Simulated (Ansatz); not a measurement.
# One shape, several levels: GaH2Cl (SMILES [H][Ga]([H])[Cl])

Wanted: a comparison of 6 runs (B2PLYP/STO-3G, B3LYP/STO-3G, BLYP/STO-3G, r2SCAN0/STO-3G, MP2/STO-3G, UMP2/STO-3G) of GaH2Cl. 

The results are computed with Ansatz 0.2.0.

77 further runs of the same task are left out: 31 that didn't finish, 46 set aside as unsound or not needed.

## (1) Starting point

GaH2Cl has 4 atoms, charge 0, and is taken as a singlet. SMILES: `[H][Ga]([H])[Cl]`. The H2–Ga1 distance was set to 3.911 Å, away from the relaxed value. At this shape a bond of the SMILES string is far longer than usual.

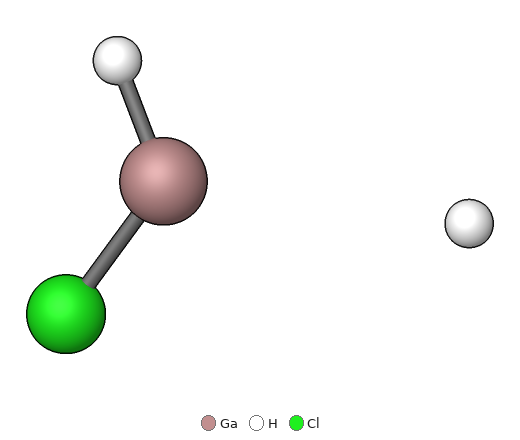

The structure, seen from a chosen angle (gallium pink, hydrogen white, chlorine green).

## (2) The energy at B2PLYP/STO-3G (run 1)

The input, input.yaml:

```yaml
crystal:
  periodic: [false, false, false]
  atoms:
    - symbol: Ga
      position_ang: [-2.288407, 0.086890, -0.019700]
    - symbol: H
      position_ang: [1.622030, 0.103190, 0.012100]
    - symbol: H
      position_ang: [-3.021537, 1.468550, -0.038670]
    - symbol: Cl
      position_ang: [-3.350917, -1.687970, -0.010970]
basis:
  gaussian:
    orbitals: STO-3G
total_charge: 0
hamiltonian:
  xc: {name: B2PLYP}
correlation:
  frozen_orbitals: {Cl: 5, Ga: 9, H: 0}
accuracy: high
```

On the command line:

```bash
$ ansatz run input.yaml --threads 1 --pin off --max-ram 2610MiB --events-out events.jsonl --progress --plain --runs-dir runs
```

What it wrote:

```text
Warning: RAYON_NUM_THREADS=1 ignored (pool sized by the plan → 1); use --threads N
Functional definition: B2PLYP
  name "B2PLYP"
  parameter a = 0.53
  parameter c = 0.27
  exchange = (1 - a)*b88_x + a*exact_x
  correlation = (1 - c)*lyp_c + c*(mp2_os + mp2_ss)
418 factors; integrals over basis functions are off by at most 4.2e-8 eV
mean field evaluation 1: about -63917.3650 eV, gradient 2.6e2 eV
mean field evaluation 2: about -63917.4066 eV, gradient 2.6e2 eV
mean field evaluation 4: about -63993.2962 eV, gradient 1.4e2 eV
mean field evaluation 8: about -64157.9202 eV, gradient 1.3e1 eV
mean field evaluation 16: about -64159.5255 eV, gradient 4.0e-1 eV
mean field evaluation 32: about -64158.7288 eV, gradient 7.5e0 eV
mean field evaluation 64: about -64144.2496 eV, gradient 2.7e1 eV
mean field evaluation 96: about -64158.5785 eV, gradient 1.5e-1 eV
mean field -64159.52745994 eV, -2357.8191452631 hartree, gradient 2.4e-8 eV, S^2 0.000000; 4 other end points of the search recorded, 0 dependent functions left out; unrestricted orbitals would lower it
14 core orbitals not correlated: weight in the atoms' cores, before any rotation towards them, 1.000 or more for the frozen orbitals, at most 0.000 for the correlated occupied ones
reference -64159.52747994 eV, -2357.8191459983 hartree; 11, 11 occupied and 4, 4 virtual orbitals, 418 factors
second order -12.35930504 eV of doubles, -0.00000000 eV of singles
Total energy: -64162.86449231 eV, -2357.9417789407 hartree
```

Run time: 1.6 s. Hardware: 1 thread of AMD EPYC 9R45 (Zen 5), shared host; peak memory 0.13 GiB.

## (3) The energy at B3LYP/STO-3G (run 2)

The input, in.yaml:

```yaml
crystal:
  periodic: [false, false, false]
  atoms:
    - {symbol: Ga, position_ang: [-2.288407, 0.086890, -0.019700]}
    - {symbol: H, position_ang: [1.622030, 0.103190, 0.012100]}
    - {symbol: H, position_ang: [-3.021537, 1.468550, -0.038670]}
    - {symbol: Cl, position_ang: [-3.350917, -1.687970, -0.010970]}
basis:
  gaussian: {orbitals: STO-3G}
hamiltonian: {xc: {name: B3LYP}}
accuracy: high
```

On the command line:

```bash
$ ansatz run in.yaml --threads 1 --pin off --max-ram 2610MiB --events-out events.jsonl --progress --plain --runs-dir runs
```

What it wrote:

```text
Warning: RAYON_NUM_THREADS=1 ignored (pool sized by the plan → 1); use --threads N
Functional definition: B3LYP
  name "B3LYP"
  parameter a0 = 0.2
  parameter ax = 0.72
  parameter ac = 0.81
  exchange = (1 - a0 - ax)*slater_x + ax*b88_x + a0*exact_x
  correlation = (1 - ac)*vwn_rpa_c + ac*lyp_c
418 factors; integrals over basis functions are off by at most 4.2e-8 eV
mean field evaluation 1: about -63614.8237 eV, gradient 3.0e2 eV
mean field evaluation 2: about -64045.7477 eV, gradient 8.4e1 eV
mean field evaluation 4: about -63640.0016 eV, gradient 3.1e2 eV
mean field evaluation 8: about -64092.7724 eV, gradient 1.1e2 eV
mean field evaluation 16: about -64175.2166 eV, gradient 1.4e-1 eV
mean field evaluation 32: about -64175.1257 eV, gradient 3.3e0 eV
mean field -64175.21689907 eV, -2358.3957215165 hartree, gradient 1.3e-8 eV, S^2 0.000000; 4 other end points of the search recorded, 0 dependent functions left out
reference -64175.21693011 eV, -2358.3957226571 hartree; 25, 25 occupied and 4, 4 virtual orbitals, 418 factors
Total energy: -64175.21693011 eV, -2358.3957226571 hartree
```

It took 0.78 s on 1 thread of AMD EPYC 9R45 (Zen 5), shared host.

Runs 3 to 5 aren't shown in full; the table further down has their settings and results.

## (4) The energy at UMP2/STO-3G (run 6)

The input, job.yaml:

```yaml
crystal:
  periodic: [false, false, false]
  atoms:
    - {symbol: Ga, position_ang: [-2.288407, 0.086890, -0.019700]}
    - {symbol: H, position_ang: [1.622030, 0.103190, 0.012100]}
    - {symbol: H, position_ang: [-3.021537, 1.468550, -0.038670]}
    - {symbol: Cl, position_ang: [-3.350917, -1.687970, -0.010970]}
basis:
  gaussian:
    orbitals: STO-3G
magnetization:
  spin_polarized: true
  initial_magnetization: 0
correlation:
  method: mp2
  frozen_orbitals: {Cl: 5, Ga: 9, H: 0}
accuracy: high
```

On the command line:

```bash
$ ansatz run job.yaml --threads 1 --pin off --max-ram 2610MiB --events-out events.jsonl --progress --plain --runs-dir runs
```

What it wrote, cut to the lines that bear on the results:

```text
Warning: RAYON_NUM_THREADS=1 ignored (pool sized by the plan → 1); use --threads N
Functional definition: HF
  name "HF"
[...]
418 factors; integrals over basis functions are off by at most 4.2e-8 eV
[...]
mean field -64126.75167362 eV, -2356.6146573319 hartree, gradient 2.3e-8 eV, S^2 1.495826; 13 other end points of the search recorded, 0 dependent functions left out
14 core orbitals not correlated: weight in the atoms' cores, before any rotation towards them, 0.999 or more for the frozen orbitals, at most 0.001 for the correlated occupied ones
reference -64126.75167362 eV, -2356.6146573319 hartree; 11, 11 occupied and 4, 4 virtual orbitals, 418 factors
second order -0.73605529 eV of doubles, -0.00000000 eV of singles
Total energy: -64127.48772891 eV, -2356.6417068650 hartree
```

Wall time 0.84 s (1 thread of AMD EPYC 9R45 (Zen 5), shared host).

## (5) The series

```tsv
run	level	frozen core orbitals	energy (Eh)	wall time
1	B2PLYP/STO-3G	14	-2357.941779	1.6 s
2	B3LYP/STO-3G	–	-2358.395723	0.78 s
3	BLYP/STO-3G	–	-2358.319304	1.3 s
4	r2SCAN0/STO-3G	–	-2358.484980	1.3 s
5	MP2/STO-3G	14	-2356.516131	0.3 s
6	UMP2/STO-3G	14	-2356.641707	0.84 s
```

## (6) Results

| quantity | value |
| --- | --- |
| run 6: total energy | -2356.64171 Eh |
| run 6: correlation energy (14 core orbitals frozen) | -27.0 mEh |
| run 6: ⟨S²⟩ of the reference determinant | 1.496 |

**Reading.** Totals of different functionals can't be ranked against each other. In runs 1, 5 the log says that unrestricted orbitals would lower the reference, so the values rest on an unstable closed-shell determinant (other closed-shell runs at this shape may share the fault). In runs 1, 2, 3, 4, 5, 6 the basis is minimal, so the values are rough. Spin contamination of the reference: run 6 ⟨S²⟩ = 1.50. Where it is this large, the reference is a mixture of spin states, and values that rest on it are in doubt. All runs together took 6.1 s, the longest 1.6 s.
